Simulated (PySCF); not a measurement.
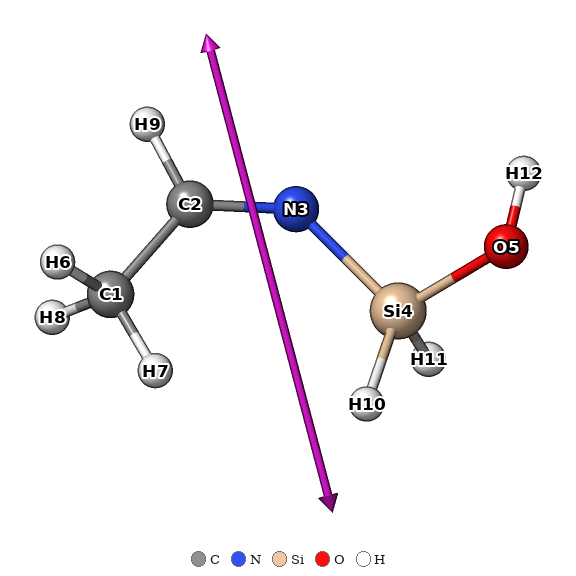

The double arrow shows the direction of the transition dipole to excited singlet state 8 (its length means nothing). The computed structure is the end point of a PBE0-D3(BJ)/def2-SVP optimisation. No frequency run is at hand to confirm it as a minimum. Properties computed with TDDFT CAM-B3LYP/def2-SVPD, vertical, gas phase, core orbitals frozen in the response (PySCF 2.14.0).

**Where does the transition lie, and how strong is it?**

8.01 eV (155 nm), oscillator strength 0.042, of mixed character, with the largest part HOMO−1 → LUMO+2 (weight 0.32); transition dipole 1.17 D.
